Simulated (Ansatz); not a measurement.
BaO: pressure series

The reference is BaO in the rock salt structure (space group Fm-3m, No. 225; a = 5.574 Å).

Cell and atoms are relaxed at each pressure.

Computed with Kohn–Sham DFT with the PBE functional, run in Ansatz (a quantum-chemistry and plane-wave program) with PAW and 420 eV plane waves, scalar-relativistic without spin-orbit coupling.

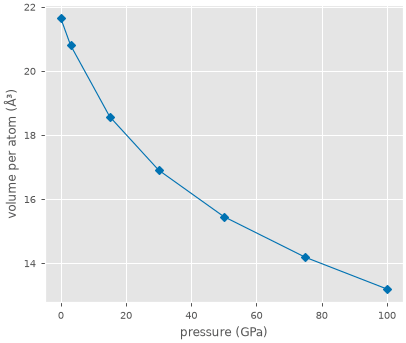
Volume per atom against pressure

### Question
From the plot, what is the volume per atom for pressure 3 GPa?

### Answer
About 20.8 Å³.

### Question
Is the trend monotonic over the range shown?

### Answer
Yes, it falls throughout, spanning 13.20 Å³ to 21.64 Å³.

The mesh was chosen for an insulator and is coarse for the gapless case. Load acts through the strain it causes; cell and atoms are relaxed under it. Stability against distortions was not tested. Competing high-pressure phases were not computed. All final runs are without spin polarisation.
